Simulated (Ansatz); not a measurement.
```yaml
atoms:
  - { symbol: Zn, position_ang: [-0.6115, -0.2458, -0.7205] }
  - { symbol: F, position_ang: [1.0110, 0.2121, 1.1152] }
  - { symbol: Cl, position_ang: [-0.1912, -2.2776, -1.1018] }
  - { symbol: H, position_ang: [0.8694, 1.1018, 1.3235] }
  - { symbol: H, position_ang: [-1.0777, 1.2095, -0.6163] }
```

The product side of a reaction path; geometry: PBE0-D4/def2-TZVP.

Method: Ansatz 0.2.0, RKS PBE0-D4/def2-TZVPP.

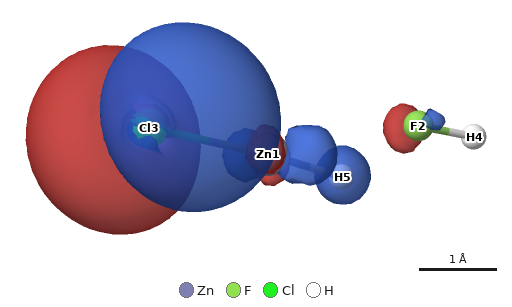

ClHZn···HF. The HOMO at ±0.1 Å⁻³ᐟ² (red and blue are the two phases), seen from one side.

Describe this orbital and give its energy.

Answer. It lies mainly on Cl3 (about 90 %) and Zn1 (about 10 %); it is symmetric in the molecular plane (an in-plane orbital: σ, lone-pair or in-plane π type); largely a lone pair of Cl3. Its energy is −8.48 eV.
